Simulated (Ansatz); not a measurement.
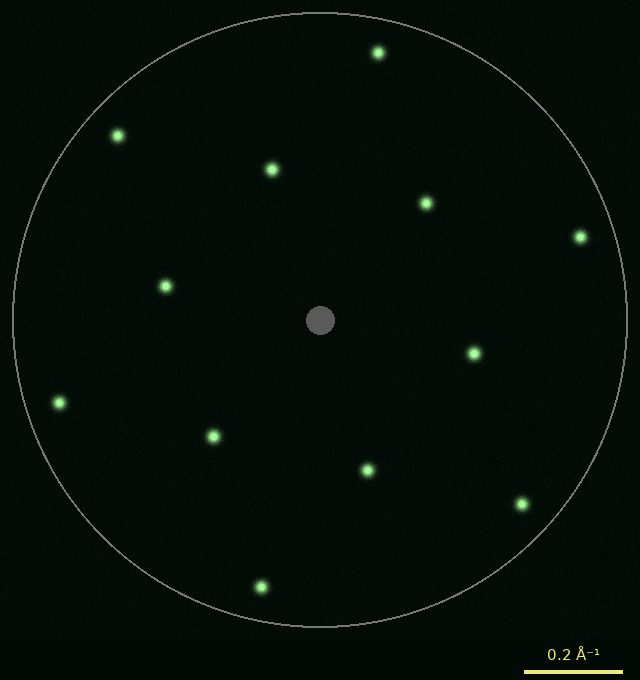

Simulated LEED pattern at 90 eV and normal incidence, from the upper face of a slab model. Spot positions follow from the surface net; brightness is a rough single-scattering estimate from the outer layers, good only for telling present from absent.

Q: What surface net do the spots show?

A: The spots form a hexagonal reciprocal net with shortest vectors 0.325 and 0.325 Å⁻¹ at 60.0°. The primitive real-space mesh has edges 3.56 and 3.56 Å at 60.0° (or its supplement) and area 10.9 Å².

The slab has composition RuSeS (3 atoms a cell, 2.6 Å thick). Structure: the geometry relaxed with Ansatz, DFT PBE, scalar-relativistic, plane waves, PAW; the starting structure was generated, so it need not be a known form of this composition.

Q: Which atoms form the outermost layer?

A: The highest atoms of the upper face (within 0.6 Å of the top) are Se; the spot positions alone do not show this.
